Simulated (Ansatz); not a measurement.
**Cl₂GeH₂O···AlH₃O: density, localisation and related maps**

Input file:

```
crystal:
  periodic: [false, false, false]
  atoms:
    - { symbol: Ge, position_ang: [-0.08654, 0.174602, 0.000268] }
    - { symbol: O, position_ang: [-0.095553, 0.143595, 1.756735] }
    - { symbol: H, position_ang: [-0.92243, 0.349873, 2.17544] }
    - { symbol: Cl, position_ang: [1.87208, 0.441816, -0.7564] }
    - { symbol: H, position_ang: [-0.987951, 1.292066, -0.494604] }
    - { symbol: Cl, position_ang: [-1.03149, -1.622584, -0.815526] }
    - { symbol: O, position_ang: [1.352198, -2.141939, 1.192059] }
    - { symbol: Al, position_ang: [0.444789, -3.51967, 0.743157] }
    - { symbol: H, position_ang: [0.993439, -4.394969, -0.441157] }
    - { symbol: H, position_ang: [-0.697747, -4.02986, 1.711349] }
    - { symbol: H, position_ang: [1.231206, -1.610631, 1.990378] }
basis:
  gaussian: { orbitals: def2-SVP }
hamiltonian:
  xc: hf
relax:
  f_tol: 0.03
  max_steps: 50
output:
  orbitals: {}
```

Command:

```sh
ansatz run input.yaml --threads 4 --pin off --max-ram 5120MiB --backend cpu --events-out ev --progress --plain --runs-dir out
```

The fields are those of the relaxed geometry.

Theory: RHF/def2-SVP in Ansatz 0.2.0.

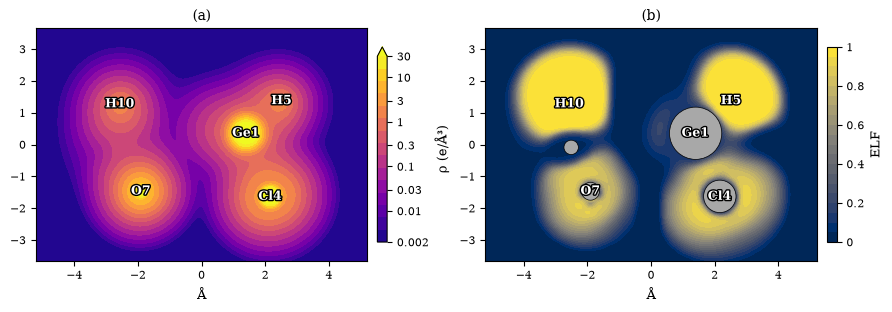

Figure 1. (a) electron density; (b) ELF on the plane of atoms Cl4, Ge1 and H5. Grey discs cover the atomic cores in the ELF map.

### What do the fields say about this system?

The section cuts through Ge, Cl, H and O sites. Ge–Cl (2.12 Å): the density is about 0.79 e/Å³ at the midpoint; the ELF peaks at about 0.85 in the valence shell of Cl, 0.8 Å from its nucleus, and is about 0.70 at the midpoint. Ge–H (1.51 Å): ρ is about 1.1 e/Å³ halfway; the ELF climbs to about 1 towards the hydrogen. The ELF also peaks beside Cl4 and O7, away from the bonds: lone-pair regions.

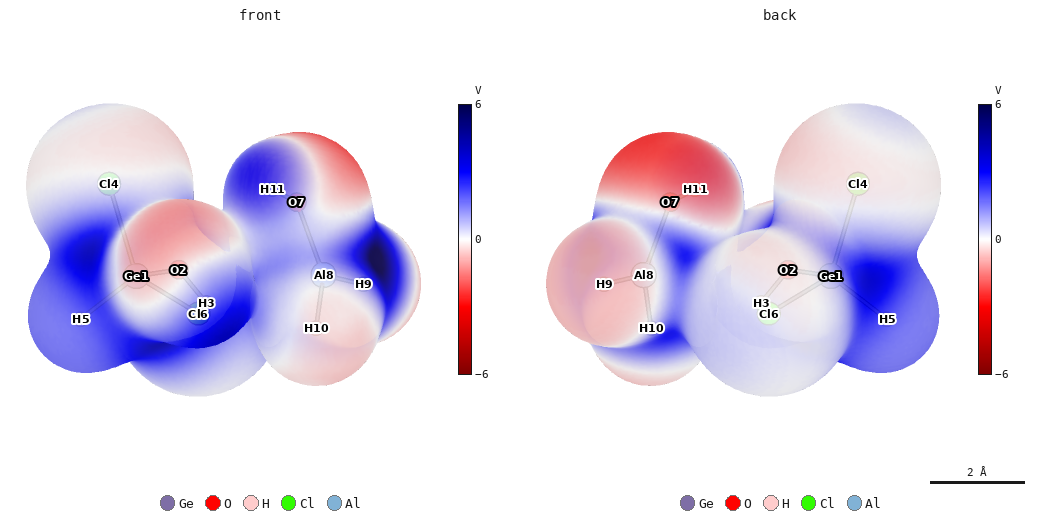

Figure 2. The electrostatic potential painted on the density surface at 0.004 e/bohr³, seen from the front and from behind; red is negative and blue positive.

### Which sites attract a positive test charge, and which a negative one?

A positive charge is drawn to the negative regions and a negative charge to the positive ones. The most negative region (about −2.4 V) lies over O7, the most positive (about +5.2 V) over Al8. Cl4 shows a σ-hole: about +0.4 V at the tip opposite its bond, against about −0.2 V on its flanks. O7 is the likeliest acceptor of a hydrogen bond.

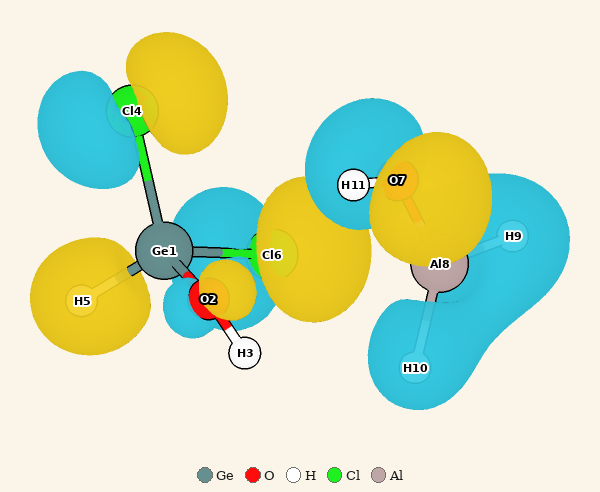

Figure 3. The HOMO−1 at ±0.08 Å⁻³ᐟ² (yellow and cyan are the two phases), seen at a tilt.

### Where does this orbital lie, and at what energy?

By Hirshfeld shares it lies mainly on O7 (about 30 %), Cl6 (about 20 %), Cl4 (about 15 %), Al8 (about 10 %) and H9 (about 5 %). Its energy is −12.75 eV.
